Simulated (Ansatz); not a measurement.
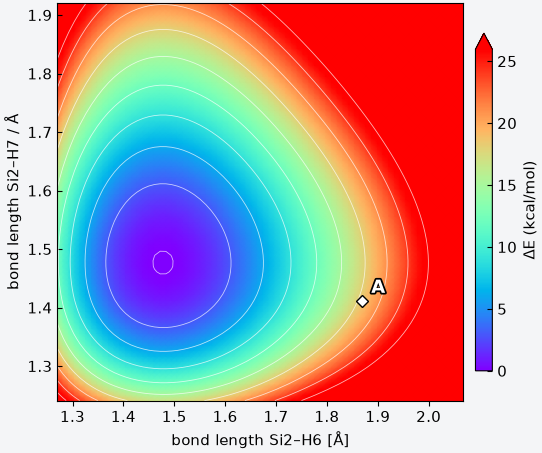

H4SeSi2, SMILES [SiH2]1[SiH2][Se]1. Coordinates scanned: (1) bond length Si2–H6; (2) bond length Si2–H7. Nothing is relaxed (all other coordinates rigid). Grid: 9 × 9 points. Energies are in kcal/mol, from the lowest grid point. Level of theory: Ansatz, RKS B3LYP-D4/def2-TZVP.

Drawn: a smooth colour map with a few white contour lines, one colour for all values above the top of the scale, the point A. Between grid points the surface is interpolated.

Question: Is A at rest? If not, where is it pushed?

Answer: A, at bond length Si2–H6 = 1.868 Å, bond length Si2–H7 = 1.411 Å, is not a stationary point. The computed force is 67 kcal/mol for each Å towards smaller values of bond length Si2–H6 and 32 kcal/mol for each Å towards larger values of bond length Si2–H7.
